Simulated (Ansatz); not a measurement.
System: H5NOSi···NH3···HF.

Input

```
crystal:
  periodic: [false, false, false]
  atoms:
    - {symbol: Si, position_ang: [-0.459380, 0.266522, -0.586617]}
    - {symbol: N, position_ang: [0.408042, -1.773580, 0.186002]}
    - {symbol: H, position_ang: [0.046346, -0.328223, -1.847729]}
    - {symbol: H, position_ang: [-1.644520, -0.302143, 0.099052]}
    - {symbol: N, position_ang: [-1.048462, 1.804117, -1.171741]}
    - {symbol: H, position_ang: [1.094370, 0.139763, 1.828795]}
    - {symbol: O, position_ang: [0.741775, 0.807738, 0.483067]}
    - {symbol: H, position_ang: [0.507552, -1.772073, 1.198700]}
    - {symbol: F, position_ang: [1.257687, -0.413767, 2.598998]}
    - {symbol: H, position_ang: [1.327136, -1.947990, -0.204481]}
    - {symbol: H, position_ang: [-0.195974, -2.541150, -0.082496]}
    - {symbol: H, position_ang: [-0.905643, 2.073292, -2.130835]}
    - {symbol: H, position_ang: [-1.888349, 2.218853, -0.802799]}
    - {symbol: H, position_ang: [0.759417, 1.768739, 0.432084]}
basis:
  gaussian: {orbitals: def2-TZVPP}
hamiltonian: {xc: pbe0, dispersion: d4}
output: {orbitals: {seedname: orbitals}}
```

Launched as:

```sh
ansatz run in.yaml --threads 8 --pin off --events-out ev --progress --plain --max-ram 19148MiB
```

The product side of a reaction path; geometry: PBE0-D4/def2-TZVP.

The calculation used RKS PBE0-D4/def2-TZVPP (Ansatz).

**Predict the electron density and electron localisation function between the atoms.**

Si–O (1.70 Å): the density is about 1.1 e/Å³ at the midpoint; the ELF peaks at about 0.90 between the atoms; a polar covalent bond.
Si–N (1.75 Å): ρ is about 1.1 e/Å³ halfway; the ELF peaks at about 0.90 between the atoms, as expected for a polar covalent bond.
O–H (0.96 Å): ρ is about 3.8 e/Å³ halfway; the ELF climbs to about 1 towards the hydrogen, as it does in any bond to H: a covalent bond by its length.
N–H (1.01 Å): ρ at the midpoint is about 2.9 e/Å³; the ELF climbs to about 1 towards the hydrogen: a covalent bond by its length.

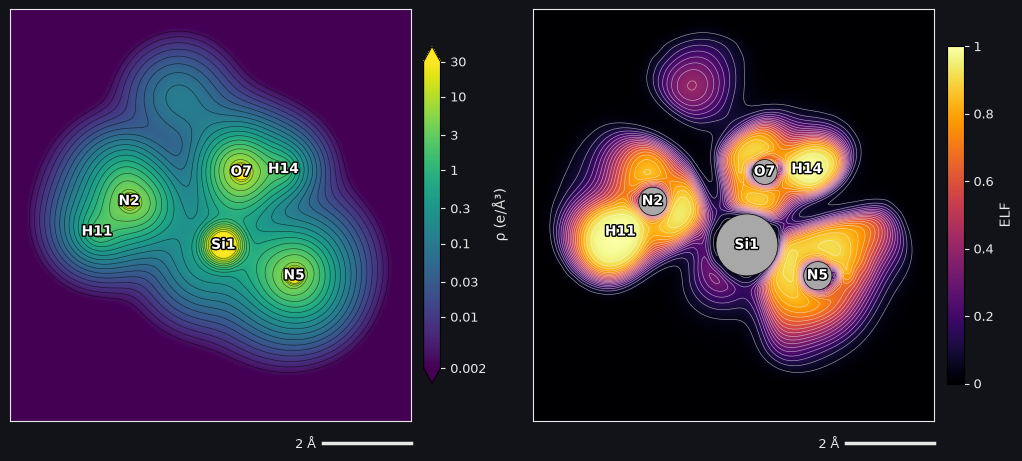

Computed electron density and electron localisation function on the plane of atoms Si1, O7 and H14, in this order. Grey discs cover the atomic cores in the ELF map. 
